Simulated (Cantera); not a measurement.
Charge: 1 mol Si, 0.13 mol N₂O, 3.8 mol N₂, at 3.50 Pa.

Cantera equilibrium calculation (NASA polynomials, part measured and part estimated; ideal gas, pure solids and liquids). Candidate condensed phases: Si, SiO₂, Si₂N₂O, Si₃N₄; 16 gas species. Mutual solubility and eutectic melting of coexisting phases are not modelled. Rates play no part.

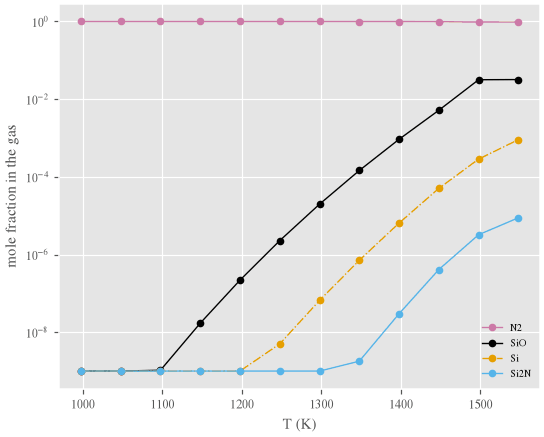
*Equilibrium gas composition (values under 1e-9 drawn at 1e-9)*

From 998 K to 1448 K the condensed part is Si₂N₂O(s) + Si₃N₄(s). At 1498 K the condensed part is Si(s) + Si₂N₂O(s). At 1548 K the condensed part is Si(s).
